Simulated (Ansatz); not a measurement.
## WSi2, pressure series

The parent structure is WSi2 (space group I4/mmm, No. 139; a = 3.2292 Å, c = 7.8672 Å).

Cell and atoms are relaxed at each pressure.

Method: Ansatz (a quantum-chemistry and plane-wave program), PBE, PAW, cutoff 420 eV, without spin-orbit coupling.

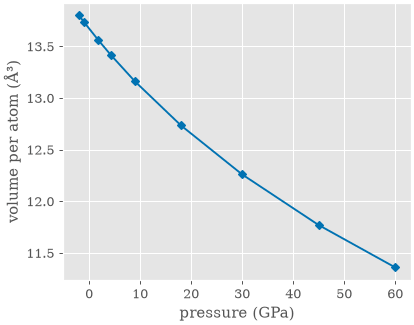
Fig. 1. Volume against pressure

Problem. Estimate the zero-pressure bulk modulus from the plot.

Solution. About 220 GPa; a third-order Birch–Murnaghan fit to the points gives V₀ = 13.67 Å³/atom, B₀ = 218 GPa and B₀′ = 4.2.

Load acts through the strain it causes; cell and atoms are relaxed under it. Whether these cells are dynamically stable was not tested. Competing high-pressure phases were not computed. All final runs are without spin polarisation.
